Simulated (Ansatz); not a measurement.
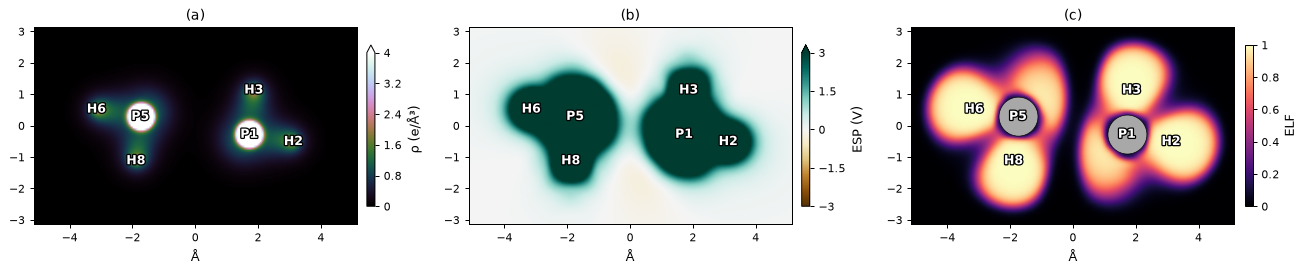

Figure. PH$_{3}$···PH$_{3}$. (a) total electron density; (b) electrostatic potential; (c) electron localisation function on the plane of atoms H6, P5 and H8. Grey discs cover the atomic cores in the ELF map.

Geometry: PBE0-D4/def2-TZVP.

The calculation used RKS PBE0-D4/def2-TZVPPD in Ansatz 0.2.0.

```
atom    x (Å)    y (Å)    z (Å)
   P   0.2401  -0.1969  -1.7310
   H   0.4279  -0.3582  -3.1306
   H   0.2279   1.2192  -1.8066
   H  -1.1715  -0.2989  -1.8197
   P  -0.2317   0.2028   1.7288
   H  -0.4274   0.3666   3.1270
   H   1.1809   0.2789   1.8283
   H  -0.2460  -1.2133   1.8038
```

Describe what can be read from this map.

Answer.
- The plane passes through P and H nuclei.
- P1···P5 (3.51 Å): the density falls to about 0.06 e/Å³ on the way; the ELF dips to about 0.05 between them; a non-bonded, intermolecular contact.
- P–H (1.42 Å): ρ at the midpoint is about 1.1 e/Å³; the ELF climbs to about 1 towards the hydrogen, as it does in any bond to H.
- The ELF also peaks beside P1 and P5, away from the bonds: lone-pair regions.
- The potential has no marked negative region in this plane.
